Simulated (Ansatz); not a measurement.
The starting structures come from a database of crystals and need not be the phases stable at ambient conditions.

 Where the default PAW files enter, the runs use the earlier of Ansatz's two default sets.

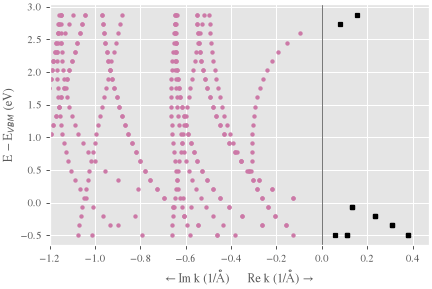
Figure. Complex bands at the centre of the two-dimensional zone; r2SCAN run with Ansatz (a first-principles code)

The gap is the functional's own. No spin-orbit coupling. Mid-gap values are interpolated on the energy grid.

This is SnH8(NCl3)2 (Fm-3m, not sure to be the ambient phase, 17 atoms a cell, 14.7 Å³ an atom) along the normal of (001). Read off the slowest decay at the centre of the two-dimensional zone at 1.33 eV, the computed energy nearest the middle of the gap.

κ ≈ 0.30 1/Å, a decay length 1/(2κ) of the density of 1.7 Å.
